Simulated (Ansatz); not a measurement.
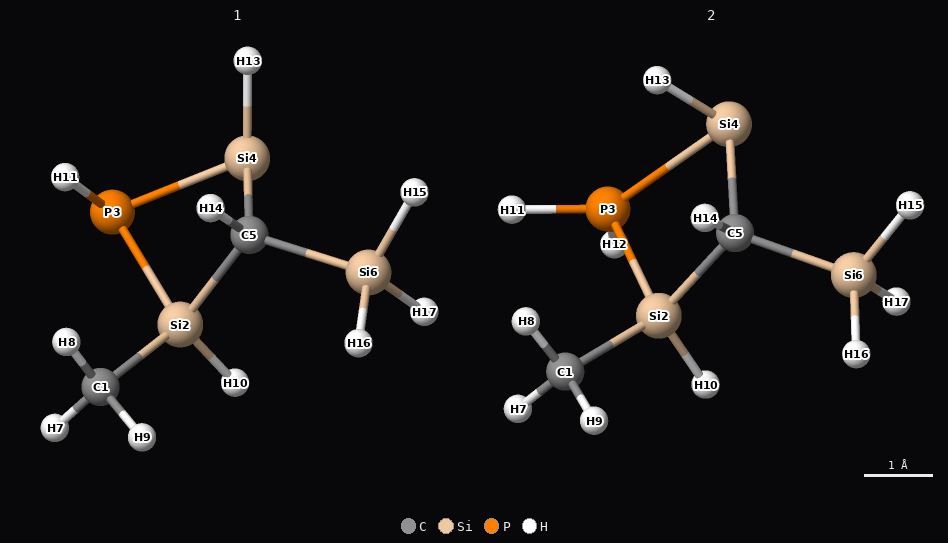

Two geometries of C₂H₁₁PSi₃, drawn at one scale. One is the start of a relaxation, the other its converged end. The picture is a ball-and-stick view, seen at a tilt.

Theory: UKS PBE/STO-3G (Ansatz). Set-up: collinear spin; force threshold 0.02 eV/Å; at most 50 steps.

Q: Which of the two is the end point?

A: Structure 2 is the relaxed one. The run prepares an end point of a later path (hydrogen shift) calculation, from a guessed geometry. The largest move after the best rigid fit is that of H13, 1.36 Å. By element the largest moves are H 1.36 Å, Si 0.74 Å, P 0.36 Å, C 0.29 Å. Near-neighbour distances that change, for instance: Si2–Si4 2.720 → 3.021 Å, P3–Si4 2.172 → 2.434 Å, C1–H9 1.173 → 1.103 Å, C5–Si6 1.946 → 1.878 Å. Among the angles between lasting bonds that change: H11–P3–H12 137.1° → 97.3°, Si4–P3–H11 100.7° → 134.9°, P3–Si4–H13 113.9° → 87.5°. The energy falls by 270.7 kJ/mol in 20 accepted moves (21 points after the start). Largest force component: 4.5 eV/Å at the start, 0.013 eV/Å at the end. The line search rejected the trial step at point 19 of the run. The run took 2.3 min on 1 thread of Arm Neoverse V2, with other jobs on the host, peak memory 0.18 GiB.

Limits of the set-up: STO-3G is a minimal basis, so the numbers are rough.
